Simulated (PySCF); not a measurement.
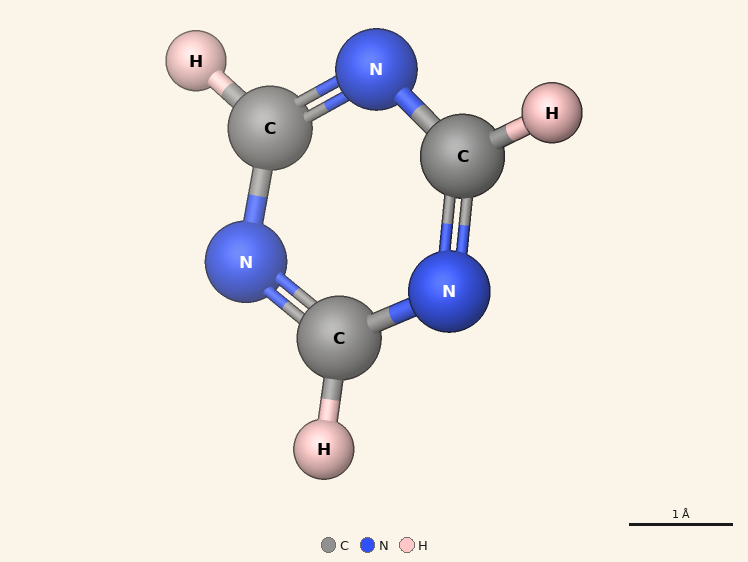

Depth is shown by fading: the farther an atom, the more it takes the colour of the background. Computed geometry: PBE0-D3(BJ)/def2-SVP optimisation. No frequency run is at hand to confirm it as a minimum. Masses are those of the most abundant isotopes; constants are for the rigid equilibrium geometry.

Question: Classify the rotor and give the rotational constants (cm⁻¹).

Answer: An oblate symmetric top (D3h): A = B = 0.217, C = 0.108 cm⁻¹.
